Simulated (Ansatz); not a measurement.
# Frequency calculation, with input and output: BH$_{5}$S

BH$_{5}$S, computed with RKS BLYP/def2-SVP (Ansatz 0.2.0).

It belongs to a series of runs on one base structure; here: vibrations at the highest image of the band. Figures and captions count atoms from 1; the log counts them from 0 in places.

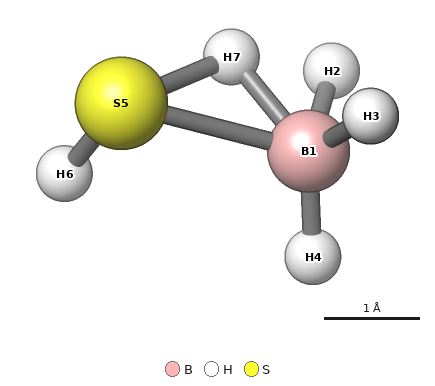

**Figure 1.** The structure (ball-and-stick view, seen at a tilt; atoms are numbered from 1 in the order of the input). Bond lengths as drawn: B–H 1.21 to 1.41 Å, B–S 2.09 Å and H–S 1.36 to 1.64 Å.

Summary

| quantity | value |
| --- | --- |
| outcome | converged |
| total energy | −11586.8071 eV |
| mean-field energy | −11586.8071 eV |
| largest force (length of the vector) | 0.030 eV/Å |
| hardware | 1 thread of Arm Neoverse V2, 24 GiB of memory available, shared host |
| wall time | 22 s |
| peak memory | 0.089 GiB |

Input file
```yaml
crystal:
  periodic: [false, false, false]
  atoms:
    - { symbol: B, position_ang: [-0.009566, -0.225621, 0.072329] }
    - { symbol: H, position_ang: [-0.251575, 0.125023, 1.300093] }
    - { symbol: H, position_ang: [1.0275, 0.314375, -0.232845] }
    - { symbol: H, position_ang: [-1.0402, -0.126149, -0.548203] }
    - { symbol: S, position_ang: [0.488785, -2.237772, 0.330321] }
    - { symbol: H, position_ang: [-0.787428, -2.721318, 0.351537] }
    - { symbol: H, position_ang: [0.036484, -0.965738, 1.270067] }
basis:
  gaussian: { orbitals: def2-SVP }
hamiltonian:
  xc: blyp
phonons: {}
```

Launch command:
```bash
ansatz run input.yaml --threads 1 --pin off --max-ram 2048MiB --backend cpu --events-out ev --progress --plain --runs-dir out
```

Output
```
Engine: ansatz 0.2.0, aarch64-unknown-linux-gnu
Functional definition: BLYP
  parameter beta = 0.0042
  parameter a = 0.04918
  parameter b = 0.132
  parameter c = 0.2533
  parameter d = 0.349
  exchange = b88_x(beta = beta)
  correlation = lyp_c(a = a, b = b, c = c, d = d)
649 factors; their error is unknown
mean field evaluation 1: about -11583.3353 eV, gradient 3.0e1 eV
mean field evaluation 2: about -11579.9634 eV, gradient 4.2e1 eV
mean field evaluation 4: about -11586.8113 eV, gradient 2.6e0 eV
mean field evaluation 8: about -11586.8068 eV, gradient 2.7e-2 eV
mean field -11586.80684009 eV, -425.8072975535 hartree, gradient 1.1e-5 eV, S^2 0.000000; 0 other end points of the search recorded, 0 dependent functions left out
the calculation of the forces begins
reference -11586.80710390 eV, -425.8073072485 hartree; 13, 13 occupied and 44, 44 virtual orbitals, 649 factors
these checks for a lower state are left out or cut short: stability, starts, cluster_reference, orbital_swaps, neighbouring_geometries, increment
649 factors; their error is unknown
mean field evaluation 16: about -11586.8333 eV, gradient 1.4e-1 eV
mean field -11586.80670207 eV, -425.8072924813 hartree, gradient 1.2e-6 eV, S^2 0.000000; 0 other end points of the search recorded, 0 dependent functions left out
[... from here on the field's lines of each further geometry are left out, up to the last ...]
the calculation of the forces begins
reference -11586.80707669 eV, -425.8073062485 hartree; 13, 13 occupied and 44, 44 virtual orbitals, 649 factors
these checks for a lower state are left out or cut short: stability, starts, cluster_reference, orbital_swaps, neighbouring_geometries, increment
649 factors; their error is unknown
mean field -11586.80680727 eV, -425.8072963473 hartree, gradient 1.3e-6 eV, S^2 0.000000; 0 other end points of the search recorded, 0 dependent functions left out
the calculation of the forces begins
reference -11586.80707107 eV, -425.8073060420 hartree; 13, 13 occupied and 44, 44 virtual orbitals, 649 factors
WARN: phonons: modes at or below zero, which the zero-point energy, F, S and C_V leave out: 1, the lowest at -704.98 cm⁻¹. A minimum has none, and a first-order saddle one
Total energy: -11586.80710390 eV, -425.8073072485 hartree
Atom 0 at    -0.009566    -0.225621     0.072329 Å, force    -0.005941    -0.010080     0.027221 eV/Å
Atom 1 at    -0.251575     0.125023     1.300093 Å, force     0.001587     0.002562    -0.001589 eV/Å
Atom 2 at     1.027500     0.314375    -0.232845 Å, force    -0.002638     0.000802    -0.009271 eV/Å
Atom 3 at    -1.040200    -0.126149    -0.548203 Å, force     0.007169     0.005335    -0.012174 eV/Å
Atom 4 at     0.488785    -2.237772     0.330321 Å, force     0.003754     0.001174    -0.009813 eV/Å
Atom 5 at    -0.787428    -2.721318     0.351537 Å, force    -0.000426    -0.000778     0.004530 eV/Å
Atom 6 at     0.036484    -0.965738     1.270067 Å, force    -0.003507     0.000984     0.001096 eV/Å
Dipole moment:    -0.170030    -0.187562     0.222654 e Å
Vibrations: -704.98 360.48 514.20 619.72 846.87 902.41 1005.40 1072.90 1095.33 1278.10 1677.84 2113.24 2518.57 2572.34 2635.47 cm⁻¹, zero-point energy 1.191046 eV
```

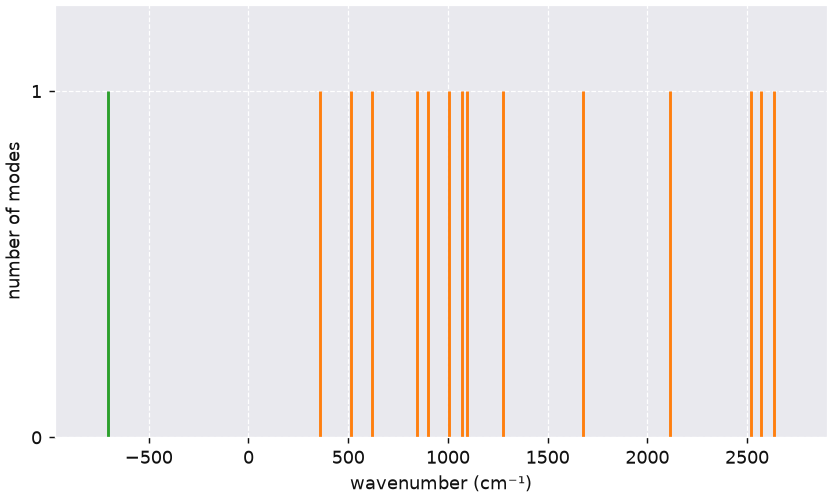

**Figure 2.** Harmonic vibrational wavenumbers from the force constants; neighbouring modes closer than 15 cm⁻¹ are counted in one stick, and imaginary ones are drawn at negative wavenumbers. 15 modes from 705i to 2635 cm⁻¹, 1 imaginary beyond 8i (705i cm⁻¹): a first-order saddle point, if the geometry is stationary.
